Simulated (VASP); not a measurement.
# A VASP study of ZnP2Pd2 (vdW-DF-cx): structure first, properties next, part 5 of 5

Aim: relax ZnP2Pd2, then compute properties on the relaxed cell. The cell is invented: it takes the structure of a Materials Project entry for EuP2Pd2 (space group 139 there), with some of its atoms replaced by other elements, volume scaled by an estimate. It may not be a known or stable phase.

VASP 6.6.1; vdW-DF-cx; plane waves and PAW (Pd, Zn, P); invented cell.

So far. Step 7 (Core-level energies (vdW-DF-cx)): Atoms of one element give levels within 0.1 eV of each other. Step 8 (Electric field gradients (vdW-DF-cx)): The largest gradient, 46.96 V/Å², sits on Pd1 and like sites; times the quadrupole moment of a nucleus that has one, it gives the coupling that NMR and NQR see. The relaxed cell has a = 4.327, c = 8.416 Å (conventional setting).

**9. Density of states (vdW-DF-cx), changed input**

A density of states needs more k-points than a total energy; ISMEAR = -5 takes tetrahedra, and LORBIT projects the states on the PAW spheres. The mesh is finer than in the run before. Some settings are moved from the usual, to see what they do.

Input file INCAR:

```
SYSTEM = ZnP2Pd2
PREC = Accurate
ENCUT = 400
EDIFF = 1E-06
NELM = 100
ISMEAR = -5
SIGMA = 0.05
LREAL = .FALSE.
ALGO = Normal
GGA = CX
AGGAC = 0
LUSE_VDW = .TRUE.
LASPH = .TRUE.
NBANDS = 36
LORBIT = 11
LWAVE = .FALSE.
LCHARG = .FALSE.
KPAR = 2
NEDOS = 2001
ADDGRID = .TRUE.
```

Input file POSCAR:

```
ZnP2Pd2
1.0
   -2.1634270442      2.1634270442      4.2079652805
    2.1634270442     -2.1634270442      4.2079652805
    2.1634270442      2.1634270442     -4.2079652805
Pd Zn P
2 1 2
Direct
    0.2500000000      0.7500000000      0.5000000000
    0.7500000000      0.2500000000      0.5000000000
    0.0000000000      0.0000000000      0.0000000000
    0.3737700178      0.3737700178      0.0000000000
    0.6262299822      0.6262299822      0.0000000000
```

Input file KPOINTS:

```
Automatic mesh
0
Monkhorst-Pack
13 13 13
0 0 0
```

Potentials, in the order of the species: Pd, Zn and P (PBE family, release 64).

Launch:

```sh
mpirun -np 2 vasp_std
```

What it wrote:

```text
[... set-up lines as in an earlier step ...]
 entering main loop
       N       E                     dE             d eps       ncg     rms          rms(c)
DAV:   1     0.263124623418E+03    0.26312E+03   -0.16359E+04 14160   0.106E+03
DAV:   2     0.592490036972E+01   -0.25720E+03   -0.23836E+03 14472   0.267E+02
DAV:   3    -0.132736873922E+02   -0.19199E+02   -0.18701E+02 16408   0.765E+01
DAV:   4    -0.136657772383E+02   -0.39209E+00   -0.39119E+00 16344   0.109E+01
DAV:   5    -0.136727608345E+02   -0.69836E-02   -0.69833E-02 16588   0.143E+00    0.162E+01
DAV:   6    -0.127089419593E+02    0.96382E+00   -0.29676E+00 17376   0.220E+01    0.946E+00
DAV:   7    -0.125512614047E+02    0.15768E+00   -0.75836E-01 16048   0.722E+00    0.518E+00
DAV:   8    -0.125106982746E+02    0.40563E-01   -0.14985E-01 17012   0.414E+00    0.890E-01
DAV:   9    -0.125082311933E+02    0.24671E-02   -0.11119E-02 18064   0.166E+00    0.274E-01
DAV:  10    -0.125080072842E+02    0.22391E-03   -0.18844E-03 15760   0.287E-01    0.136E-01
DAV:  11    -0.125080158893E+02   -0.86051E-05   -0.20742E-04 15852   0.102E-01    0.496E-02
DAV:  12    -0.125080200843E+02   -0.41950E-05   -0.11907E-05 16124   0.327E-02    0.802E-03
DAV:  13    -0.125080194694E+02    0.61492E-06   -0.16740E-06 10884   0.101E-02
   1 F= -.12508019E+02 E0= -.12508019E+02  d E =0.000000E+00
 [... a notice as in an earlier step ...]
```

Elapsed: 4.3 min, on 2 MPI ranks of Intel Xeon 6975P-C (Granite Rapids), shared host; peak memory 1.5 GiB.

Parts of OUTCAR (step 9):

```text
   NELECT =      42.0000    total number of electrons

 E-fermi :   8.1032

 k-point     1 :       0.0000    0.0000    0.0000
  band No.  band energies     occupation
    ...
     18       5.9115      2.00000
     19       6.6105      2.00000
     20       6.6105      2.00000
     21       7.8322      2.00000
     22       8.1254      0.72505
     23       8.1254      0.07611
     24      10.3924      0.00000
     25      11.2659      0.00000
     26      11.8319      0.00000
     27      12.3780      0.00000
    ...

Total vdW correction in eV:      7.3380054

  Total       -0.0578145     -0.0578145      0.2071401      0.0000000     -0.0000000     -0.0000000
  in kB       -1.1757922     -1.1757922      4.2126773      0.0000000     -0.0000000     -0.0000000
  external PRESSURE =       0.6203643 kB  Pullay stress =       0.0000000 kB

 POSITION                                       TOTAL-FORCE (eV/Angst)
 -----------------------------------------------------------------------------------
      2.16343      0.00000      2.10398        -0.000000     -0.000000     -0.000000
      0.00000      2.16343      2.10398        -0.000000     -0.000000     -0.000000
      0.00000      0.00000      0.00000        -0.000000     -0.000000      0.000000
      0.00000      0.00000      3.14562        -0.000000     -0.000000     -0.005529
      0.00000      0.00000      5.27031         0.000000      0.000000      0.005529
 -----------------------------------------------------------------------------------
    total drift:                               -0.000000      0.000000     -0.000000

  FREE ENERGIE OF THE ION-ELECTRON SYSTEM (eV)
  ---------------------------------------------------
  free  energy   TOTEN  =       -12.5080194694 eV

  energy  without entropy=      -12.5080194694  energy(sigma->0) =      -12.50801947

Total vdW correction in eV:      7.3380057

[... 10 parts as in an earlier step ...]

[... 7 further parts left out ...]
```

Numbers from this step:

- SCF cycles: 13
- bands: 36
- irreducible k-points: 196
- Fermi energy: 8.103 eV
- pressure: 0.06204 GPa

The density of states has structure finer than the step of the table below, so its rows give means over 1 eV, whole bins alone (the curve runs from -12.0 to 5.60 eV). Peaks (eV: height): total -7.3: 49.4, -5.1: 11.4, -3.4: 11.5; Pd d -5.1: 7.55, -3.4: 9.51, -2.0: 4.04; P p -7.6: 0.591, -7.0: 0.732, -5.9: 0.887, -5.1: 1.11; P s -10.4: 1.14, 3.6: 0.142; Zn d -7.3: 45.6.

States under -12.0 eV and over 5.6 eV are left out. The density of states by energy, zero at the Fermi level; means over each step; values in states/eV/cell:

```csv
energy (eV),total,Pd d,P p,P s,Zn d
-11,1.11,0.120,0.0429,0.442,0.0109
-10,0.845,0.116,0.0309,0.366,0.00616
-9,0,0,0,0,0
-8,1.74,0.187,0.151,0.00714,0.900
-7,10.6,0.534,0.345,0.0304,8.37
-6,3.93,1.55,0.671,0.0179,0.294
-5,5.56,3.53,0.584,0.0165,0.102
-4,6.46,5.01,0.192,0.0368,0.0568
-3,3.75,2.99,0.100,0.0168,0.0328
-2,2.92,1.78,0.184,0.0807,0.0186
-1,1.99,0.914,0.269,0.0282,0.0203
0,2.34,0.770,0.393,0.0609,0.0190
1,2.43,0.745,0.451,0.0920,0.0136
2,1.11,0.195,0.173,0.0517,0.00535
3,1.96,0.296,0.246,0.108,0.0166
4,2.37,0.291,0.295,0.0818,0.0206
5,2.25,0.212,0.275,0.0505,0.0220
```

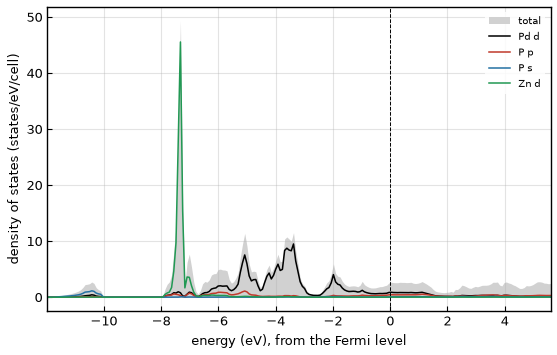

Density of states against energy.

Against the sound run “Total and projected DOS (vdW-DF-cx)”, the energy at zero smearing moves by +0.0 meV an atom, the pressure by -0.00 GPa and the Fermi level by +0.00 eV. Of the states within 0.3 eV of the Fermi level, the largest shares in the PAW spheres are Pd d 33 % and P p 17 %. The rest lies in smaller channels or between the spheres.

**10. What came out**

```yaml
relaxed_volume: 15.76 Å³/atom
relaxed_conventional_cell_a_b_c: 4.327, 4.327, 8.416 Å
space_group_after_relaxing_within_0p02_a: I4/mmm (No. 139)
band_gap: none, a metal
dos_at_the_fermi_level: 2.66 states/eV/cell
shallowest_level_of_the_frozen_cores: Pd1 4p, 51.0 eV deep
largest_field_gradient_vzz: 46.96 V/Å² on Pd1
```

With vdW-DF-cx, ZnP2Pd2 relaxes to 15.76 Å³/atom in space group I4/mmm (held by the symmetry of the run) and comes out as a metal. Bands along the symmetry lines (vdW-DF-cx): Of the bands kept, 3 cross the Fermi level on this path. Spin-orbit coupling is left out; it would split some degenerate bands. No search among competing phases was made. All values are for a static lattice at zero temperature.

[Lines on the potential files, build, host, timing and source positions are cut from VASP's logs without a mark.]

[Logs are printed without paths, hosts, clocks, repeated set-up lines and the standing remarks that a program may print on its own settings, such as how far it seeks lower states.]

[Hosts, paths, dates, database ids (printed as entryN), source tags and the programs' standing remarks are cut or masked in the printed files.]

[A measured line is paired with the nearest computed mode of its activity, which favours agreement.]
